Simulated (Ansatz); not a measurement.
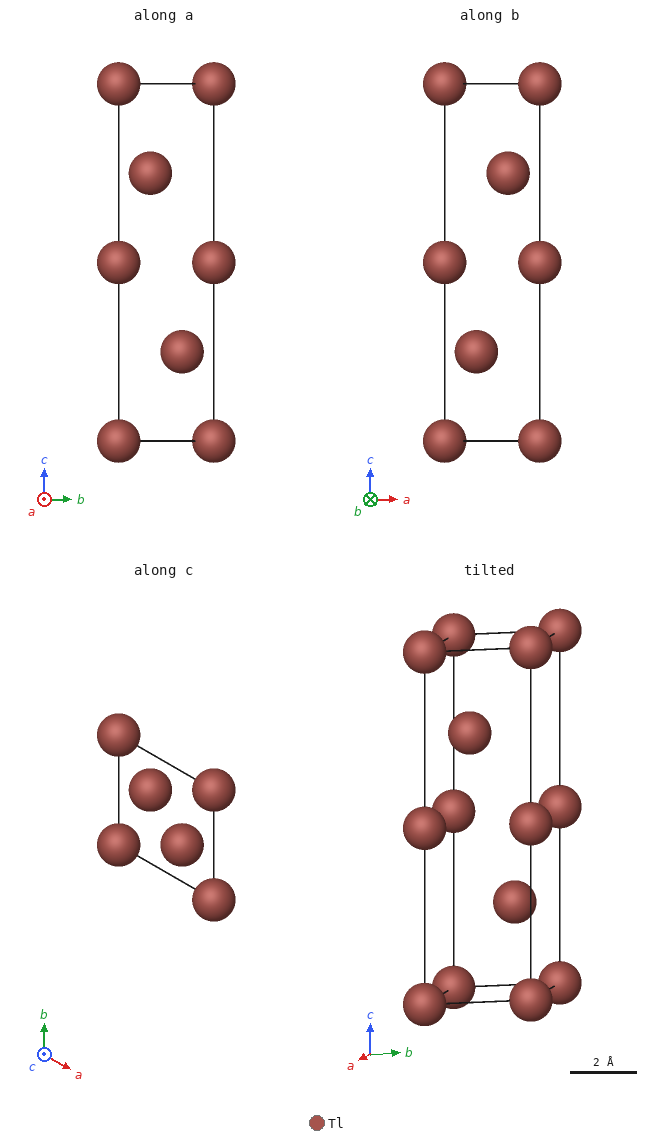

A spheres-only rendering, viewed along the a axis, along the b axis, along the c axis and slightly off an axis. Atoms at the boundary of the conventional unit cell (the box) are drawn once for each face, edge or corner they touch.

Lattice parameters: a = 3.378 Å, b = 3.378 Å, c = 10.977 Å, α = 90.00°, β = 90.00°, γ = 120.00°. Put a along x and b in the xy plane.

### From the views, write a POSCAR file.

```
Tl
1.0
     3.378    0.000    0.000
    -1.689    2.926    0.000
     0.000    0.000   10.977
Tl
4
Direct
  0.0000 0.0000 0.0000
  0.0000 0.0000 0.5000
  0.3333 0.6667 0.2500
  0.6667 0.3333 0.7500
```

Its origin is a structure type filled with this element by a generator (whether the element takes this form wasn't checked). Earlier steps of the study may have refined or changed the cell and positions. It was the input of a calculation with Ansatz.
